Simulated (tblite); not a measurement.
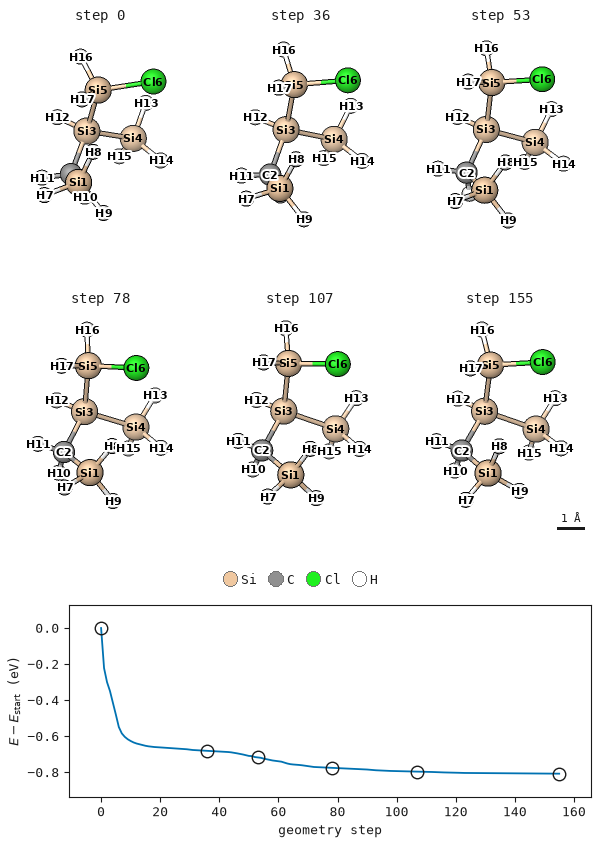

Frames of a relaxation of CH11ClSi4, marked on the history of the run. A ball-and-stick model, seen from a free direction.

Method: tblite 0.8.0, GFN2-xTB geometry optimisation, gas phase. 

**Describe the path.**

The largest moves after the best rigid fit, 1.17 Å, are those of H9 and H10. By element the largest moves are H 1.17 Å, Si 0.52 Å, Cl 0.51 Å, C 0.45 Å. Among the contacts that change: Si3–Si5 2.213 → 2.325 Å, Si3–Si4 2.234 → 2.327 Å, C2–Si3 1.840 → 1.917 Å, Si1–C2 1.834 → 1.901 Å. Among the angles between lasting bonds that change: Si3–Si5–H16 106.9° → 115.0°, C2–Si3–Si5 115.2° → 108.2°, Si3–Si4–H15 106.4° → 113.2°. Groups turn about C2–Si3 by about 50°, Si1–C2 by about 50°. Over 155 geometry steps the energy falls by 0.807 eV. The run took 2.7 s on 1 thread of Arm Neoverse N1, with other jobs on the host. From step 0 to 36: H17 moves most (0.46 Å), energy −0.681 eV. From step 36 to 53: Cl and H atoms move most (0.48 Å), energy −0.036 eV. From step 53 to 78: H atoms move most (0.46 Å), energy −0.058 eV. From step 78 to 107: H7 moves most (0.43 Å), energy −0.021 eV. From step 107 to 155: H8 moves most (0.48 Å), energy −0.011 eV.
